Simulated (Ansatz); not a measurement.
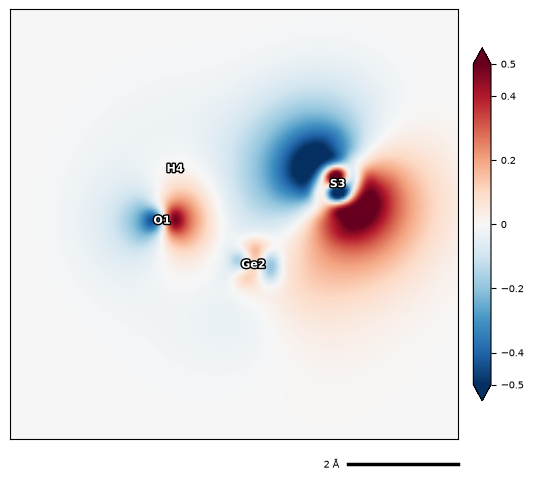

The picture shows: GeH₃OS (charge −1). The HOMO−1 on the plane of atoms Ge2, O1 and H4 (values in Å⁻³ᐟ²; the overall sign is arbitrary).

These are results of Ansatz 0.2.0, RKS PBE0-D4/def2-SVP, not measurements.

```xyz
6

O    -0.4585   -1.3425   -0.2519
Ge    0.3370    0.2727    0.0884
S    -1.0979    1.8254    0.0800
H    -1.3831   -1.0842   -0.3578
H     1.4854    0.3281   -0.9875
H     1.1171    0.0006    1.4289
```

Q: Where does this orbital lie, and at what energy?

A: By Hirshfeld shares it lies mainly on S3 (about 80 %) and Ge2 (about 10 %); largely a lone pair of S3. Its energy is −0.76 eV.
